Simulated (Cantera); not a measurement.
Input: 1 mol SiC, 0.0076 mol C, 0.41 mol N2, held at 75.0 Torr.

Equilibrium computed with Cantera from the NASA thermochemical tables; the gas is ideal and each condensed phase is pure. Candidate condensed phases: C, Si, SiC, Si3N4; 20 gas species. The tables' values for SiN are old estimates; treat these amounts as uncertain. Rates play no part.

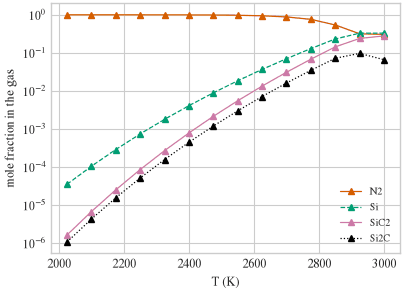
Figure: Equilibrium gas composition (values under 1e-9 drawn at 1e-9)

Q: Read off the mole fractions at 2850 K.

A: N2 about 0.54, Si about 0.23, SiC2 about 0.14, Si2C about 0.072.
